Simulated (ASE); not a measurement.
Pair distribution function (total) of Os (hcp), cell Os64, started from the crystal [in the run: it stayed crystalline; mean temperature 303 K (target 300 K); density 21.91 g/cm³, volume +3 % from the start crystal's], from MD at 303 K. Level of theory: the machine-learned potential CHGNet 0.3.0 (ASE). Volume per atom 14.42 Å³, mean pressure 0.0 GPa. 

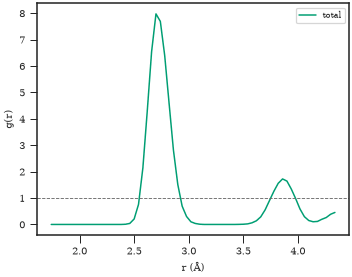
Pair distribution from the trajectory

Q: Read off the position and height of the first peak of the total curve, where the first shell ends and the number of neighbours in it.

A: first peak at 2.72 Å with height 8.0; g is nil from 3.1 to 3.5 Å, so any cut there serves; 12.0 neighbours in the shell, from n = 4πρ∫r²g(r)dr.
